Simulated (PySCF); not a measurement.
**C$_{4}$H$_{9}$Si (doublet): density, localisation and related maps**

| atom | x (Å) | y (Å) | z (Å) |
| --- | --- | --- | --- |
| C | 1.8528 | 0.4800 | 0.2517 |
| C | 0.5649 | -0.2304 | 0.6534 |
| C | -0.3690 | -0.4060 | -0.5180 |
| C | -1.8525 | -0.7105 | -0.2048 |
| Si | -1.5686 | 0.9745 | -0.9994 |
| H | 2.3753 | -0.0868 | -0.5161 |
| H | 2.5150 | 0.5927 | 1.1074 |
| H | 1.6285 | 1.4675 | -0.1474 |
| H | 0.8107 | -1.2122 | 1.0741 |
| H | 0.0643 | 0.3443 | 1.4371 |
| H | 0.0596 | -1.0367 | -1.2906 |
| H | -2.0927 | -0.7764 | 0.8500 |
| H | -2.2812 | -1.5394 | -0.7522 |
| H | -1.7079 | 2.1388 | -0.1272 |

Geometry: GFN2-xTB.

The calculation used UKS B3LYP, pcH-1 on C H Si, non-relativistic, mean-field spin-orbit, GIAO (PySCF 2.14.0, density-fitted response routines).

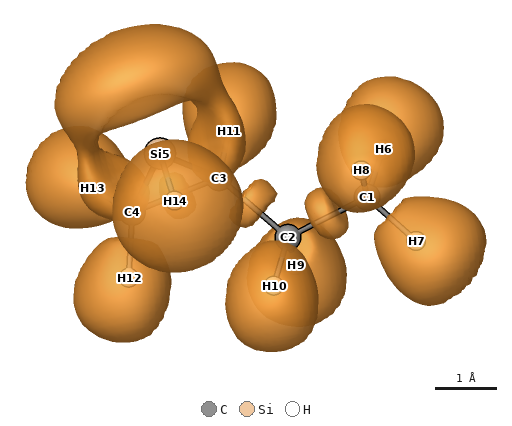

Figure 1. Isosurface of the ELF at 0.8 (orange), seen from one side. Core shells and regions of very low density are left out.

What do the ELF domains correspond to?

At this value the surface marks out three regions between bonded C–C atoms (shared pairs), nine regions around hydrogen nuclei and one region on Si in which the atom's valence shell and bonds are merged. Profiles from the grid: C–C (1.51 Å): the ELF peaks at about 0.95 between the atoms: localised, covalent bonding. C–Si (1.88 Å): the ELF peaks at about 0.85 between the atoms; localised, covalent bonding.

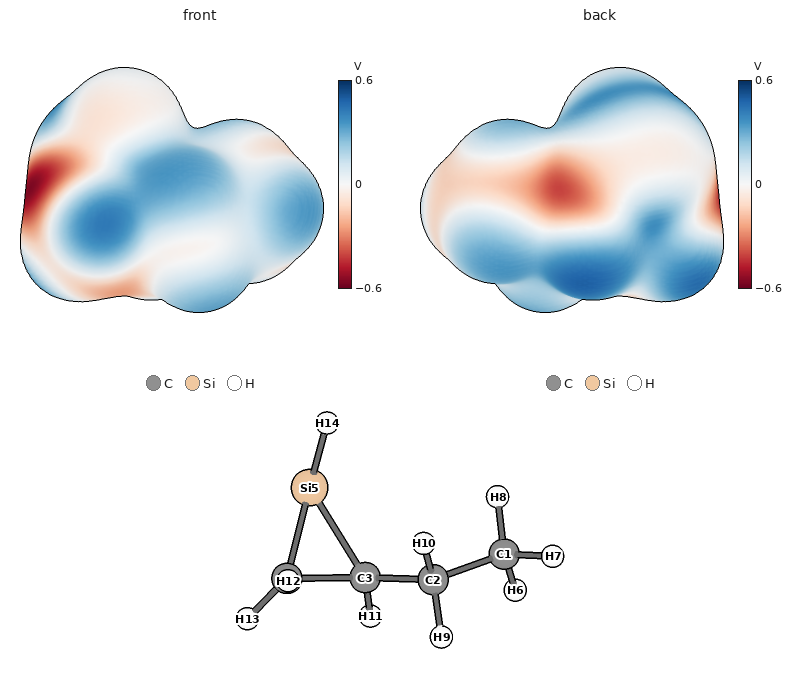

Figure 2. The molecular electrostatic potential painted on the density surface at 0.001 e/bohr³, seen from the front and from behind; the colour scale runs from red (negative) to blue (positive). The bare structure is drawn below in the same view.

Where is the surface potential most negative and most positive?

The most negative region (about −0.5 V) lies over C4, the most positive (about +0.5 V) over H11 and H13.
